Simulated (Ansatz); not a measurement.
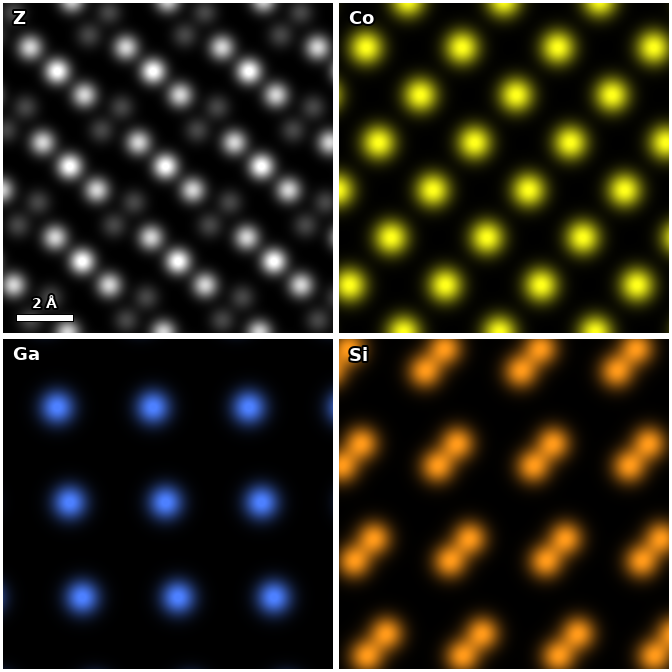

A crystal along [111]. Panel Z: The image is simulated as a sum over atoms of Z^1.7, blurred by a 0.74 Å probe (no channelling). The other panels are simulated element maps (the number of atoms of one element along the beam, blurred by 1.0 Å; each on its own scale, no channelling).

Which columns does each element occupy?

Answer. The projected cell (3.49 × 3.49 Å, 97°) holds 5 columns: 2 of Si, 2 of Co and 1 of Ga. No column is shared by two of the mapped elements. The brightest columns of the Z-contrast image hold Ga.

The crystal is GaCo2Si2 (I4/mmm, No. 139). Structure: the geometry relaxed (final pressure about 7.3 GPa) with Ansatz 0.2.0, DFT, PAW plane waves, pbe, spin-orbit; the starting structure was generated, so it need not be a known form of this composition.
